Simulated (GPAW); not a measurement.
# Magnetic state of MnGa5P6 (GaP24x311 Mn2 nn) from several starts

A self-consistent run ends on one state, which hangs on the start. Several orders of MnGa5P6 (GaP24x311 Mn2 nn) are started in GPAW and their energies compared.

Method: PBE with U = 4 eV on Mn d; plane waves with GPAW's PAW setups, scalar-relativistic, in GPAW 26.7.0.

## Step 1: The starting structure

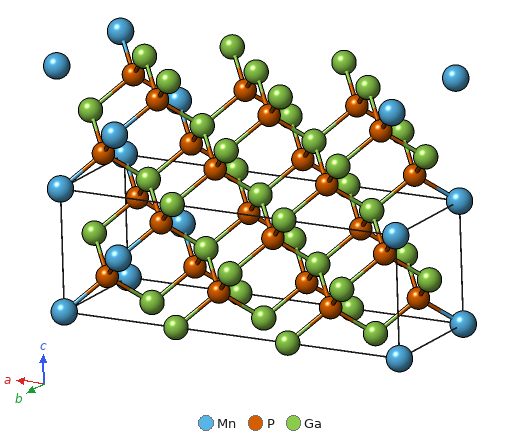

The starting structure, seen from a free direction (manganese blue, phosphorus orange, gallium green). 1×1×2 cells are drawn. Bonds to atoms that aren't drawn are left out. Some periodic images of atoms are drawn too.

The cell is a made-up one and need not be a known phase.

## Step 2: Start 1: ferro ++

Parallel moments need no larger cell; this start tests for a ferromagnetic state only. A Hubbard term is added for the open shell, at a value in common use.

File order1.py:

```python
import json
import numpy as np
from ase import Atoms
from ase.parallel import paropen, parprint
from gpaw import GPAW

atoms = Atoms(['Mn', 'P', 'Ga', 'P', 'Ga', 'P', 'Ga', 'P', 'Ga', 'P', 'Ga', 'P', 'Ga', 'P', 'Ga', 'P', 'Ga', 'P', 'Ga', 'P', 'Mn', 'P', 'Ga', 'P'],
    cell=[[16.353, 0.0, 0.0],
         [0.0, 5.451, 0.0],
         [0.0, 0.0, 5.451]],
    scaled_positions=[[0.0, 0.0, 0.0],
         [0.083333, 0.25, 0.25],
         [0.0, 0.5, 0.5],
         [0.083333, 0.75, 0.75],
         [0.166667, 0.0, 0.5],
         [0.25, 0.25, 0.75],
         [0.166667, 0.5, 0.0],
         [0.25, 0.75, 0.25],
         [0.333333, 0.0, 0.0],
         [0.416667, 0.25, 0.25],
         [0.333333, 0.5, 0.5],
         [0.416667, 0.75, 0.75],
         [0.5, 0.0, 0.5],
         [0.583333, 0.25, 0.75],
         [0.5, 0.5, 0.0],
         [0.583333, 0.75, 0.25],
         [0.666667, 0.0, 0.0],
         [0.75, 0.25, 0.25],
         [0.666667, 0.5, 0.5],
         [0.75, 0.75, 0.75],
         [0.833333, 0.0, 0.5],
         [0.916667, 0.25, 0.75],
         [0.833333, 0.5, 0.0],
         [0.916667, 0.75, 0.25]],
    pbc=True,
    magmoms=[4.5, 0.0, 0.0, 0.0, 0.0, 0.0, 0.0, 0.0, 0.0, 0.0, 0.0, 0.0, 0.0, 0.0, 0.0, 0.0, 0.0, 0.0, 0.0, 0.0, 4.5, 0.0, 0.0, 0.0])
atoms.calc = GPAW(mode={'name': 'pw', 'ecut': 450},
    xc='PBE',
    kpts={'size': (2, 5, 5), 'gamma': True},
    occupations={'name': 'fermi-dirac', 'width': 0.05},
    convergence={'density': 1e-05, 'energy': 1e-05},
    maxiter=200,
    mixer={'name': 'pulay', 'beta': 0.05, 'nmaxold': 6, 'weight': 50},
    setups={'Mn': ':d,4.0'},
    symmetry={'tolerance': 1e-4},
    txt='order1.txt')
e = atoms.get_potential_energy(force_consistent=True)
res = {'free_energy': e, 'energy_sigma0': atoms.get_potential_energy(), 'fermi_energy': atoms.calc.get_fermi_level()}
res['moments'] = atoms.get_magnetic_moments().tolist()
res['total'] = atoms.get_magnetic_moment()
parprint('site moments (muB):', np.round(res['moments'], 3))
parprint(f"total moment: {res['total']:.3f} muB")
parprint(f'free energy: {e:.6f} eV')
atoms.calc.write('order1.gpw')
with paropen('results.json', 'w') as f:
    json.dump(res, f)
```

Command:

```sh
OMP_NUM_THREADS=1 mpirun -n 4 gpaw python order1.py > order1.log
```

Numbers of over 12 decimals in the logs are rounded to 6 here.

Log:

```text
site moments (muB): [ 4.125e+00 -6.600e-02  3.100e-02 -6.600e-02  7.000e-03 -1.000e-02
  9.000e-03 -1.000e-02 -1.000e-03 -7.000e-03 -1.000e-03 -7.000e-03
 -1.000e-03 -1.000e-02 -1.000e-03 -1.000e-02  7.000e-03 -6.600e-02
  9.000e-03 -6.600e-02  4.125e+00 -1.360e-01  3.100e-02 -1.360e-01]
total moment: 8.001 muB
free energy: -116.870395 eV

--- order1.txt ---
Input parameters:
  mode=PW(ecut=450),
  convergence={'density': 1e-05, 'energy': 1e-05},
  kpts=MonkhorstPack(size=(2, 5, 5), gamma=True),
  maxiter=200,
  mixer=Pulay(name='pulay', nmaxold=6, beta=0.05, weight=50, sigma=0.015, g_ss=None),
  occupations=Occupations(name='fermi-dirac', width=0.05),
  setups={'Mn': ':d,4.0'},
  symmetry=Symmetry(tolerance=0.0001),
  xc=XC(name='PBE')

Diagonalizing LCAO Hamiltonian
Converting LCAO to pw mode
    .---------------------------------------.
   /|                                       |
  / |  P            P            P          |
 *  |                                       |
 |  |       P            P            P     |
 |Ga|           Ga           Ga             |
 |  |        P             P            P   |
 |  .P--Ga--------P--Ga---------P-Mn--------.
 | /                                       /
 |/      Ga            Ga           Ga    /
 Mn-----------Ga------------Ga-----------*

Atoms  # Å, Bohr magnetons
|    | symbol |         x |        y |        z |    initial magnetic moments |
|----|--------|-----------|----------|----------|-----------------------------|
|  0 |     Mn |  0.000000 | 0.000000 | 0.000000 | ( 0.0000,  0.0000,  4.5000) |
|  1 |      P |  1.362745 | 1.362750 | 1.362750 | ( 0.0000,  0.0000,  0.0000) |
|  2 |     Ga |  0.000000 | 2.725500 | 2.725500 | ( 0.0000,  0.0000,  0.0000) |
|  3 |      P |  1.362745 | 4.088250 | 4.088250 | ( 0.0000,  0.0000,  0.0000) |
|  4 |     Ga |  2.725505 | 0.000000 | 2.725500 | ( 0.0000,  0.0000,  0.0000) |
|  5 |      P |  4.088250 | 1.362750 | 4.088250 | ( 0.0000,  0.0000,  0.0000) |
|  6 |     Ga |  2.725505 | 2.725500 | 0.000000 | ( 0.0000,  0.0000,  0.0000) |
|  7 |      P |  4.088250 | 4.088250 | 1.362750 | ( 0.0000,  0.0000,  0.0000) |
|  8 |     Ga |  5.450995 | 0.000000 | 0.000000 | ( 0.0000,  0.0000,  0.0000) |
|  9 |      P |  6.813755 | 1.362750 | 1.362750 | ( 0.0000,  0.0000,  0.0000) |
| 10 |     Ga |  5.450995 | 2.725500 | 2.725500 | ( 0.0000,  0.0000,  0.0000) |
| 11 |      P |  6.813755 | 4.088250 | 4.088250 | ( 0.0000,  0.0000,  0.0000) |
| 12 |     Ga |  8.176500 | 0.000000 | 2.725500 | ( 0.0000,  0.0000,  0.0000) |
| 13 |      P |  9.539245 | 1.362750 | 4.088250 | ( 0.0000,  0.0000,  0.0000) |
| 14 |     Ga |  8.176500 | 2.725500 | 0.000000 | ( 0.0000,  0.0000,  0.0000) |
| 15 |      P |  9.539245 | 4.088250 | 1.362750 | ( 0.0000,  0.0000,  0.0000) |
| 16 |     Ga | 10.902005 | 0.000000 | 0.000000 | ( 0.0000,  0.0000,  0.0000) |
| 17 |      P | 12.264750 | 1.362750 | 1.362750 | ( 0.0000,  0.0000,  0.0000) |
| 18 |     Ga | 10.902005 | 2.725500 | 2.725500 | ( 0.0000,  0.0000,  0.0000) |
| 19 |      P | 12.264750 | 4.088250 | 4.088250 | ( 0.0000,  0.0000,  0.0000) |
| 20 |     Mn | 13.627495 | 0.000000 | 2.725500 | ( 0.0000,  0.0000,  4.5000) |
| 21 |      P | 14.990255 | 1.362750 | 4.088250 | ( 0.0000,  0.0000,  0.0000) |
| 22 |     Ga | 13.627495 | 2.725500 | 0.000000 | ( 0.0000,  0.0000,  0.0000) |
| 23 |      P | 14.990255 | 4.088250 | 1.362750 | ( 0.0000,  0.0000,  0.0000) |

Unit cell  # Å
| periodic |         x |        y |        z |   lengths |    angles |
|----------|-----------|----------|----------|-----------|-----------|
|      yes | 16.353000 | 0.000000 | 0.000000 | 16.353000 | 90.000000 |
|      yes |  0.000000 | 5.451000 | 0.000000 |  5.451000 | 90.000000 |
|      yes |  0.000000 | 0.000000 | 5.451000 |  5.451000 | 90.000000 |

Number of symmetries: 2

BZ-sampling:
  Number of BZ points: 50
  Number of IBZ points: 26

  Monkhorst-Pack size: [2, 5, 5]
  Monkhorst-Pack shift: [0.25, 0.0, 0.0]

K-points  # in reciprocal-cell coordinates
|     |                                coordinates |     weight |
|-----|--------------------------------------------|------------|
|   0 | (  0.00000000,   0.00000000,   0.00000000) | 0.02000000 |
|   1 | (  0.00000000,   0.00000000,   0.20000000) | 0.04000000 |
|   2 | (  0.00000000,   0.00000000,   0.40000000) | 0.04000000 |
|   3 | (  0.00000000,   0.20000000,  -0.40000000) | 0.04000000 |
|   4 | (  0.00000000,   0.20000000,  -0.20000000) | 0.04000000 |
|   5 | (  0.00000000,   0.20000000,   0.00000000) | 0.04000000 |
|   6 | (  0.00000000,   0.20000000,   0.20000000) | 0.04000000 |
|   7 | (  0.00000000,   0.20000000,   0.40000000) | 0.04000000 |
|   8 | (  0.00000000,   0.40000000,  -0.40000000) | 0.04000000 |
|   9 | (  0.00000000,   0.40000000,  -0.20000000) | 0.04000000 |
| ... |                                            |            |
|  25 | (  0.50000000,   0.40000000,   0.40000000) | 0.04000000 |

Plane wave coefficients: 10581
Cutoff: 450.000000 eV

Spin-components: 2 (collinear spins)
Bands:           82
Projectors:      122
Spin-degeneracy: 1
Datatype:        complex128

Parallelization:
  kpt:    4
  domain: 1
  band:   1

Density:
  Valence electrons: 120.0
  Components: 2
  Grid points: [81 27 27]
  Charge: 0.0  # |e|

Potential:
  Grid points: [81 27 27]

species:
  Mn:
    name:    Manganese
    Z:       25.0
    valence: 15
    core:    10
    charge:  0.0  # [|e|]
    Hubbard: {U: 4.0,  # eV
              l: 2,
              scale: True}
    compensation charges:
      type: gauss
      rc: 0.38  # [Å]
      lmax: 2
    cutoffs:
      filter: 2.14  # [Å]
      core: 0.86  # [Å]
    projectors
    | kind |    occ | energy [eV] | rcut [Å] |
    |------|--------|-------------|----------|
    |   3s |  2.000 |     -85.859 |    1.275 |
    |   4s |  2.000 |      -5.106 |    1.275 |
    |   3p |  6.000 |     -54.597 |    1.281 |
    |   4p |  0.000 |      -1.371 |    1.281 |
    |   3d |  5.000 |      -6.771 |    1.138 |
    |    d |        |      20.441 |    1.138 |

    Using partial waves for Mn as LCAO basis

  P:
    name:    Phosphorus
    Z:       15.0
    valence: 5
    core:    10
    charge:  0.0  # [|e|]
    compensation charges:
      type: gauss
      rc: 0.30  # [Å]
      lmax: 2
    cutoffs:
      filter: 1.69  # [Å]
      core: 1.81  # [Å]
    projectors
    | kind |    occ | energy [eV] | rcut [Å] |
    |------|--------|-------------|----------|
    |   3s |  2.000 |     -13.968 |    0.953 |
    |   3p |  3.000 |      -5.506 |    0.953 |
    |    s |        |      13.244 |    0.953 |
    |    p |        |      21.705 |    0.953 |
    |    d |        |       0.000 |    0.953 |

    Using partial waves for P as LCAO basis

  Ga:
    name:    Gallium
    Z:       31.0
    valence: 3
    core:    28
    charge:  0.0  # [|e|]
    compensation charges:
      type: gauss
      rc: 0.37  # [Å]
      lmax: 2
    cutoffs:
      filter: 2.06  # [Å]
      core: 4.17  # [Å]
    projectors
    | kind |    occ | energy [eV] | rcut [Å] |
    |------|--------|-------------|----------|
    |   4s |  2.000 |      -8.945 |    1.164 |
    |   4p |  1.000 |      -2.580 |    1.164 |
    |    s |        |      18.266 |    1.164 |
    |    p |        |      24.631 |    1.164 |
    |    d |        |       0.000 |    1.164 |

    Using partial waves for Ga as LCAO basis

Reference energy: -703509.855339  # eV

eigensolver:
  PPCG
  Converge bands: occupied
  niter=2

density mixing:
  Pulay-Mixer
  Linear mixing parameters: 0.05
  Old densities: 6
  Fourier metric: weight=50, sigma=0.015

occupation numbers:
  Fermi-Dirac:
    width: 0.0500  # eV

poisson solver:
  ecut: 3600.000000  # eV

xc functional:
  name: PBE with 2 nearest neighbor stencil

convergence criteria:
- Maximum integral of absolute [dens]ity change: 1e-05 electrons / valence electron
- Maximum [total energy] change in last 3 cyles: 1e-05 eV / valence electron
- Maximum integral of absolute [eigenst]ate change: 4e-08 eV^2 / valence electron
maximum number of iterations: 200

SCF iterations
|iter     |      energy | eigst |  dens |  magmom |
|---------|-------------|-------|-------|---------|
|iter:   1|       0s | -118.430641 | +0.16 |       |  +9.0189|
|iter:   2|      20s | -118.285714 | -1.14 | -0.88 |  +8.9684|
|iter:   3|      39s | -116.987308 | -1.44 | -0.92 |  +8.7186|
|iter:   4|      57s | -117.002274 | -1.15 | -1.10 |  +8.3285|
|iter:   5|      75s | -116.859979 | -2.28 | -1.41 |  +8.3103|
|iter:   6|      94s | -117.044593 | -2.19 | -1.47 |  +8.0190|
|iter:   7|     111s | -116.854674 | -2.57 | -1.63 |  +8.1572|
|iter:   8|     130s | -116.857678 | -2.25 | -1.74 |  +8.0014|
|iter:   9|     148s | -116.853815 | -3.31 | -2.33 |  +8.0293|
|iter:  10|     165s | -116.854222 | -3.76 | -2.30 |  +8.0134|
[... 12 iterations left out ...]
|iter:  23|     387s | -116.855720c| -7.38 | -3.81 |  +8.0006|
|iter:  24|     405s | -116.855731c| -7.08 | -3.88 |  +8.0005|
|iter:  25|     419s | -116.855734c| -7.49c| -4.06 |  +8.0005|
|iter:  26|     429s | -116.855736c| -7.60c| -4.15 |  +8.0005|
|iter:  27|     447s | -116.855739c| -7.61c| -4.22 |  +8.0006|
|iter:  28|     456s | -116.855740c| -8.34c| -4.46 |  +8.0007|
|iter:  29|     465s | -116.855741c| -8.12c| -4.62 |  +8.0007|
|iter:  30|     474s | -116.855742c| -8.17c| -4.83 |  +8.0007|
|iter:  31|     483s | -116.855742c| -8.19c| -4.97 |  +8.0008|
|iter:  32|     493s | -116.855742c| -8.31c| -5.22c|  +8.0008|

Converged in 32 steps
Energy contributions relative to reference atoms: (reference = -703509.855339)

Energy contributions:
  Kinetic:         301.562220
  Coulomb:        -263.958555
  Zero:              0.324335
  External:          0.000000
  Xc:             -154.769089
  Entropy:          -0.029306
  Spinorbit:         0.000000
  ----------------------------
  Free energy:    -116.870395
  Extrapolated:   -116.855742

dipole moment: (-78.291929, -79.946415, -81.645397)  # |e|*Ang

Total magnetic moment: (0.000000, 0.000000, 8.000760)

Local magnetic moments
|        x |        y |         z |
|----------|----------|-----------|
| 0.000000 | 0.000000 |  4.124790 |  # Mn   0
| 0.000000 | 0.000000 | -0.066073 |  # P    1
| 0.000000 | 0.000000 |  0.030624 |  # Ga   2
| 0.000000 | 0.000000 | -0.066073 |  # P    3
| 0.000000 | 0.000000 |  0.007135 |  # Ga   4
| 0.000000 | 0.000000 | -0.010329 |  # P    5
| 0.000000 | 0.000000 |  0.008703 |  # Ga   6
| 0.000000 | 0.000000 | -0.010329 |  # P    7
| 0.000000 | 0.000000 | -0.000900 |  # Ga   8
| 0.000000 | 0.000000 | -0.006760 |  # P    9
| 0.000000 | 0.000000 | -0.001107 |  # Ga  10
| 0.000000 | 0.000000 | -0.006760 |  # P   11
| 0.000000 | 0.000000 | -0.000900 |  # Ga  12
| 0.000000 | 0.000000 | -0.010330 |  # P   13
| 0.000000 | 0.000000 | -0.001107 |  # Ga  14
| 0.000000 | 0.000000 | -0.010330 |  # P   15
| 0.000000 | 0.000000 |  0.007135 |  # Ga  16
| 0.000000 | 0.000000 | -0.066071 |  # P   17
| 0.000000 | 0.000000 |  0.008703 |  # Ga  18
| 0.000000 | 0.000000 | -0.066071 |  # P   19
| 0.000000 | 0.000000 |  4.124801 |  # Mn  20
| 0.000000 | 0.000000 | -0.136366 |  # P   21
| 0.000000 | 0.000000 |  0.030624 |  # Ga  22
| 0.000000 | 0.000000 | -0.136366 |  # P   23

Fermi level: 4.886
Eigenvalues  # (at kpt = [0.000, 0.000, 0.000])
| band index |      eig [eV] | occ [0-1] |      eig [eV] | occ [0-1] |
|------------|---------------|-----------|---------------|-----------|
|          0 |       -76.327 |     1.000 |       -71.716 |     1.000 |
|        ... |               |           |               |           |
|         52 |         2.692 |     1.000 |         3.966 |     1.000 |
|         53 |         2.840 |     1.000 |         4.570 |     0.998 |
|         54 |         2.906 |     1.000 |         4.592 |     0.997 |
|         55 |         3.265 |     1.000 |         4.624 |     0.995 |
|         56 |         3.407 |     1.000 |         6.025 |     0.000 |
|         57 |         3.500 |     1.000 |         6.277 |     0.000 |
|         58 |         3.524 |     1.000 |         6.397 |     0.000 |
|         59 |         4.267 |     1.000 |         6.427 |     0.000 |
|         60 |         4.317 |     1.000 |         6.583 |     0.000 |
|         61 |         4.396 |     1.000 |         6.652 |     0.000 |
|         62 |         4.428 |     1.000 |         6.667 |     0.000 |
|         63 |         5.575 |     0.000 |         7.074 |     0.000 |
|         64 |         5.608 |     0.000 |         7.113 |     0.000 |
|         65 |         5.720 |     0.000 |         7.382 |     0.000 |
|         66 |         6.635 |     0.000 |         7.415 |     0.000 |
|        ... |               |           |               |           |
|         81 |         8.758 |     0.000 |         9.366 |     0.000 |

No gap
No difference between direct/indirect transitions
```

Elapsed: 8.7 min, on 4 MPI ranks of Intel Xeon Platinum 8488C (Sapphire Rapids), shared host; peak memory 2.2 GiB.

Spin moment in the augmentation sphere by atom:

| atom | spin moment in the augmentation sphere (μB) |
| --- | --- |
| Mn1 | 4.12 |
| P2 | -0.07 |
| Ga3 | 0.03 |
| P4 | -0.07 |
| Ga5 | 0.01 |
| P6 | -0.01 |
| Ga7 | 0.01 |
| P8 | -0.01 |
| Ga9 | 0.00 |
| P10 | -0.01 |
| Ga11 | 0.00 |
| P12 | -0.01 |
| Ga13 | 0.00 |
| P14 | -0.01 |
| Ga15 | 0.00 |
| P16 | -0.01 |
| Ga17 | 0.01 |
| P18 | -0.07 |
| Ga19 | 0.01 |
| P20 | -0.07 |
| Mn21 | 4.12 |
| P22 | -0.14 |
| Ga23 | 0.03 |
| P24 | -0.14 |

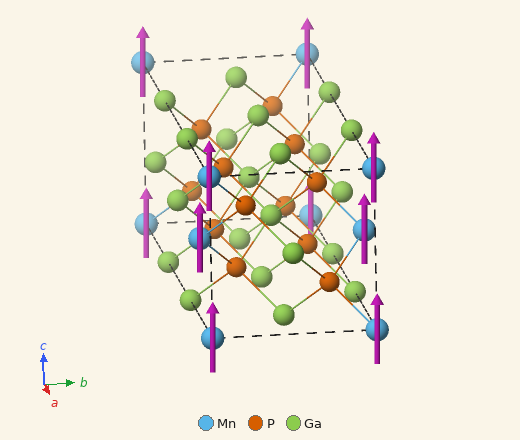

Spin moment in the augmentation sphere as arrows, the longest 4.12 μB. Up and down stand for the sign. Arrows give size and sign along the axis of quantisation, drawn up and down the page. Bonds to atoms that aren't drawn are left out. Some periodic images of atoms are drawn too.

Read from the output:

```
magnetization : 8.001 μB
final state   : ferromagnetic
```

After 32 cycles the largest moment stands at 4.12 μB.

(Continued in part 2 of 2.)

[Logs and program files are shortened in this print: banners, set-up blocks, solver, clock and traceback lines can be left out without a mark of their own.]

[Logs are printed without paths, hosts, clocks, repeated set-up lines and the standing remarks that a program may print on its own settings, such as how far it seeks lower states.]

[Hosts, paths, dates, database ids (printed as entryN), source tags and the programs' standing remarks are cut or masked in the printed files.]

[Where a cell is said to come from a database of computed structures, the database is the Materials Project.]
